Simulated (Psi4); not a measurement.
# BHF2 (SMILES FBF): a chain of runs, part 2 of 2

Psi4 1.11. The steps go on from the part before.

**3. The harmonic vibrations at HF-3c/MINIX (density fitting) (run 2)**

bf2h.inp reads:

```
memory 1600 mb

molecule m {
  0 1
  F      1.157567     0.459741    -0.364234
  B     -0.002359    -0.039446     0.032197
  F     -1.098340     0.531741    -0.441451
  H     -0.058143    -0.973220     0.791259
  symmetry c1
}

set {
  t 400.0
  rotational_symmetry_number 2
}

result, w = frequency("hf-3c", return_wfn=True)
```

Command:

```
$ psi4 -i bf2h.inp -o bf2h.out -n 1
```

bf2h.out (excerpt; [...] marks lines left out):

```text
[...]
  Running in c1 symmetry.
[...]
  Nuclear repulsion =   61.477533879553469
[...]
  Multiplicity = 1
[...]
  Nalpha       = 12
  Nbeta        = 12
[...]
    Number of basis functions: 16
[...]
   @DF-RHF iter   1:  -222.80092115895107   -1.09696e+00   1.63696e-02 DIIS/ADIIS
[...]
  -Total Gradient:
     Atom            X                  Y                   Z
    ------   -----------------  -----------------  -----------------
       1        0.000002506218     0.000002962306    -0.000001624636
       2       -0.000000736727    -0.000003100764     0.000000111884
       3       -0.000001607242     0.000002829924    -0.000001550983
       4       -0.000000162249    -0.000002691466     0.000003063734
[...]
   @DF-RHF iter   9:  -222.85565323920511   -5.11591e-13   4.32922e-09 DIIS
[...]
    Orbital Energies [Eh]
    ---------------------
    Doubly Occupied:
       1A    -26.019210     2A    -26.018768     3A     -7.738533
       4A     -1.625077     5A     -1.585631     6A     -0.781725
       7A     -0.718446     8A     -0.700457     9A     -0.675363
      10A     -0.600665    11A     -0.599478    12A     -0.529482
[...]
  @DF-RHF Final Energy:  -222.85565323920511
   => Energetics <=
    Nuclear Repulsion Energy =             61.4775338795534694
    One-Electron Energy =                -433.4008004136405816
    Two-Electron Energy =                 149.1075666501749879
    Total Energy =                       -222.8556532392051110
[...]
  ==> Harmonic Vibrational Analysis <==
[...]
  Freq [cm^-1]                 556.5136            998.9614           1207.0038
[...]
  IR activ [km/mol]            28.5274             111.0974             0.0020
[...]
  Freq [cm^-1]                1233.1182           1547.4094           3056.1916
[...]
  IR activ [km/mol]            97.6607             252.2645             0.1316
[...]
  Total E_0, Enthalpy at 0 [K]                                                         -222.83606282 [Eh]
[...]
  Total H, Enthalpy at  400.00 [K]                                                     -222.83030388 [Eh]
[...]
  Total G, Gibbs energy at  400.00 [K]                                                 -222.86949589 [Eh]
[...]
```

The script printed:

```text
Warning: used thermodynamics relations inappropriate for low-frequency modes: ['556.5136']
```

Run time: 3.3 s. Hardware: 1 thread of Intel Xeon 6975P-C (Granite Rapids), shared host; peak memory 0.22 GiB.

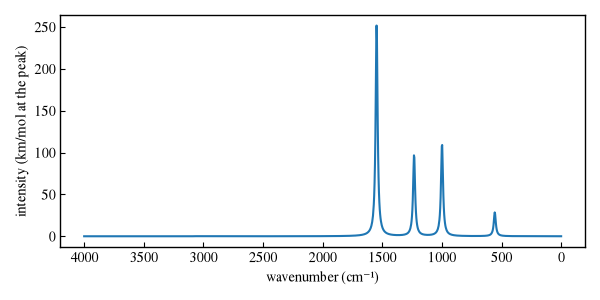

Harmonic infrared spectrum, unscaled, lines broadened by 10 cm⁻¹.

**4. A single-point energy at CCSD(T)/def2-TZVP (run 3)**

job.in reads:

```
memory 1600 MB

molecule {
  0 1
  F
  B 1 1.323546
  F 2 1.323545 1 117.11279
  H 2 1.204666 3 121.44363 1 179.99907
  symmetry c1
}

set basis def2-TZVP
set scf_type pk
set num_frozen_docc 3

e_tot, wfn = energy("ccsd(t)", return_wfn=True)
print_variables()
```

Command:

```
$ psi4 -n 1 job.in job.out
```

job.out (excerpt; [...] marks lines left out):

```text
[...]
  Running in c1 symmetry.
[...]
  Nuclear repulsion =   61.477530468754608
[...]
  Multiplicity = 1
[...]
  Nalpha       = 12
  Nbeta        = 12
[...]
    Number of basis functions: 99
[...]
   @RHF iter   1:  -224.31794091359981   -9.30510e-01   3.91296e-03 ADIIS/DIIS
[...]
   @RHF iter   9:  -224.36491183807800   -3.09797e-11   9.57293e-09 DIIS
[...]
    Orbital Energies [Eh]
    ---------------------
    Doubly Occupied:
       1A    -26.319744     2A    -26.319730     3A     -7.725036
       4A     -1.649614     5A     -1.617803     6A     -0.828371
       7A     -0.764627     8A     -0.746039     9A     -0.717009
      10A     -0.664490    11A     -0.657494    12A     -0.560805
[...]
  @RHF Final Energy:  -224.36491183807800
   => Energetics <=
    Nuclear Repulsion Energy =             61.4775304687546083
    One-Electron Energy =                -434.5433596965514198
    Two-Electron Energy =                 148.7009173897188248
    Total Energy =                       -224.3649118380780010
[...]
 Multipole Moments:
 ------------------------------------------------------------------------------------
     Multipole            Electronic (a.u.)      Nuclear  (a.u.)        Total (a.u.)
 ------------------------------------------------------------------------------------
 L = 1.  Multiply by 2.5417464519 to convert [e a0] to [Debye]
 Dipole X            :          0.0000222           -0.0000163            0.0000059
 Dipole Y            :         -0.8526049            1.2627000            0.4100951
 Dipole Z            :         -0.5213206            0.7720746            0.2507540
 Magnitude           :                                                    0.4806824
[...]
      * MP2 total energy                      = -224.958699212466939
[...]
      * CCSD total energy                     = -224.966773122533283
[...]
      * CCSD(T) total energy                  = -224.983846421564721
[...]
```

Run time: 24 s. Hardware: 1 thread of Intel Xeon 6975P-C (Granite Rapids), shared host; peak memory 1.1 GiB.

**5. What came out**

What follows sums up all 2 parts.

```
                                                                  quantity             value
                               run 1, HF-3c/MINIX: total energy at the end     -222.85565 Eh
                                         run 1, HF-3c/MINIX: dipole moment            1.19 D
                                           run 1, HF-3c/MINIX: HOMO energy         -14.41 eV
                                           run 1, HF-3c/MINIX: LUMO energy           4.72 eV
                                         run 1, HF-3c/MINIX: HOMO–LUMO gap          19.13 eV
                            run 2, HF-3c/MINIX: lowest harmonic wavenumber          557 cm⁻¹
                           run 2, HF-3c/MINIX: highest harmonic wavenumber         3056 cm⁻¹
                                     run 2, HF-3c/MINIX: zero-point energy       51.4 kJ/mol
run 2, HF-3c/MINIX: ideal-gas entropy at 400 K (symmetry number 2 as used)  61.5 cal/(mol K)
                                    run 3, CCSD(T)/def2-TZVP: total energy     -224.98385 Eh
             run 3, CCSD(T)/def2-TZVP: HOMO energy (Hartree–Fock orbitals)         -15.26 eV
             run 3, CCSD(T)/def2-TZVP: LUMO energy (Hartree–Fock orbitals)           2.82 eV
           run 3, CCSD(T)/def2-TZVP: HOMO–LUMO gap (Hartree–Fock orbitals)          18.08 eV
     run 3, CCSD(T)/def2-TZVP: correlation energy (3 core orbitals frozen)        -618.9 mEh
                                  run 3, CCSD(T)/def2-TZVP: (T) correction        -17.07 mEh
                                   run 3, CCSD(T)/def2-TZVP: T1 diagnostic             0.013
```

In words: The optimisation (run 1, HF-3c/MINIX) took 7 steps and changed the energy by -0.010 eV. All 6 modes (run 2, HF-3c/MINIX) are real, so the shape is a minimum at this level. The triples (run 3, CCSD(T)/def2-TZVP) make up 2.8 % of the correlation energy.
